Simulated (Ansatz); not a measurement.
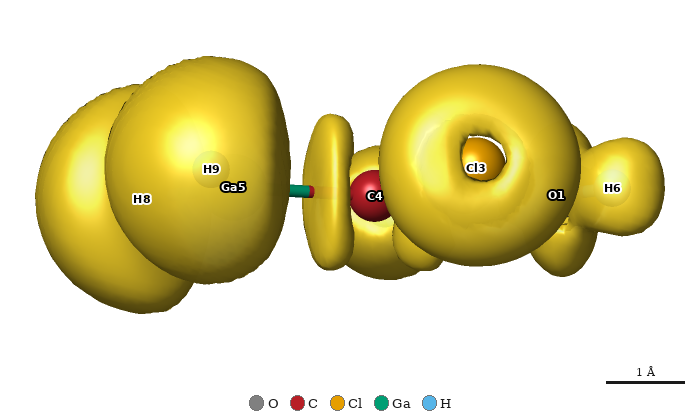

Figure 1: C$_{2}$H$_{4}$ClGaO (SMILES OC(Cl)=[CH][GaH2]). Isosurface of the electron localisation function at 0.8 (yellow), seen from one side. Core shells and regions of very low density are left out.

Computed with RHF/def2-SVP (Ansatz).

```xyz
9

O    -0.4852    1.7254    1.4316
C    -0.3039    0.5553    0.8283
Cl   -0.7740   -0.7931    1.8416
C     0.1794    0.4190   -0.4003
Ga    0.5074   -1.2176   -1.4238
H    -0.8370    1.6231    2.3027
H     0.4106    1.3773   -0.8574
H     1.0906   -1.0422   -2.8765
H     0.2121   -2.6470   -0.8463
```

**Describe the localisation domains.**

The surface consists of one region between bonded C–C atoms (shared pairs), one region between bonded C–Cl atoms (shared pairs), three regions around hydrogen nuclei, one lobe of the valence shell of C pointing towards Ga (polar bonds), one ring or bowl of non-bonding electrons around Cl and one joined region spread over several atoms (H, O), in which their bonds and any lone pairs are merged.

Values along the shortest contacts:
C–C (1.33 Å): the ELF peaks at about 0.95 between the atoms (a multiple bond). C–O (1.33 Å): the ELF peaks at about 0.90 between the atoms; a shared but strongly polarised pair.
